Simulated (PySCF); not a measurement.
Molecule: Ge(All)(H)3, C3H8Ge, SMILES C=C[CH2][GeH3]. Atoms near the plane z = 0.6 Å, at the B3LYP/def2-SVP optimised geometry (x, y, z in Å): Ge1 (-0.3, 0.8, 0.0), C2 (-1.0, -0.2, 1.6), C3 (-0.7, -1.6, 1.6), H5 (-0.9, 2.2, 0.0), H6 (1.2, 0.8, 0.0), H9 (-2.1, 0.0, 1.6), H10 (-1.2, -2.2, 0.9).

Calculation: B3LYP/def2-TZVP run with PySCF. The values are rescaled to run from 0 to 1.

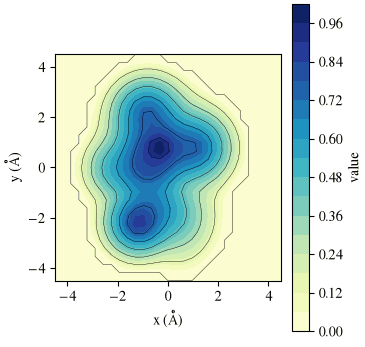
*a field on the plane z = 0.6 Å.*

Problem. Which quantity is mapped?
A. log10 of the electron density
B. electron localisation function
C. Laplacian of the electron density
D. electrostatic potential

Solution. A, log10 of the electron density. In full: log10 of the electron density (e/bohr³), floored at −4.
